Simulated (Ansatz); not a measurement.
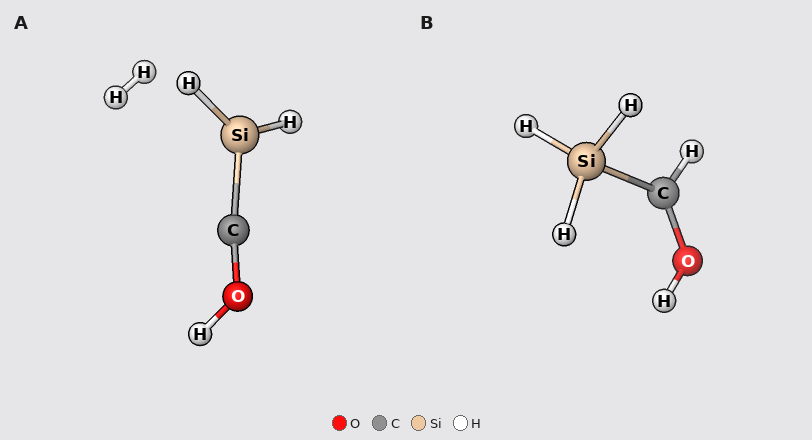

2 stationary structures of one formula. State: charge +1, singlet. Geometries: PBE0-D4/def2-TZVP. Electronic energies: RHF-CCSD(T) (frozen core)/def2-TZVPP (Ansatz 0.2.0), without zero-point energy. No frequency run is at hand to confirm each as a minimum. Each is one conformer, not always the lowest.

**Rank them by energy, lowest first.**

B is lowest (Cs); A lies 65.2 kcal/mol above it.

Give E(B) − E(A) in kcal/mol at these levels too: r2SCAN-D4/def2-TZVPP; PBE0-D4/def2-TZVPP; B3LYP-D4/def2-TZVPP; ωB97M-V/def2-TZVPP; PBE0-D4/def2-TZVP; RHF-CCSD(T) (frozen core)/def2-TZVPP; PBE-D4/def2-TZVPP.

```tsv
level	E(B) − E(A) (kcal/mol)
r2SCAN-D4/def2-TZVPP	−64.1
PBE0-D4/def2-TZVPP	−66.1
B3LYP-D4/def2-TZVPP	−62.9
ωB97M-V/def2-TZVPP	−64.7
PBE0-D4/def2-TZVP	−66.1
RHF-CCSD(T) (frozen core)/def2-TZVPP	−65.2
PBE-D4/def2-TZVPP	−61.0
```
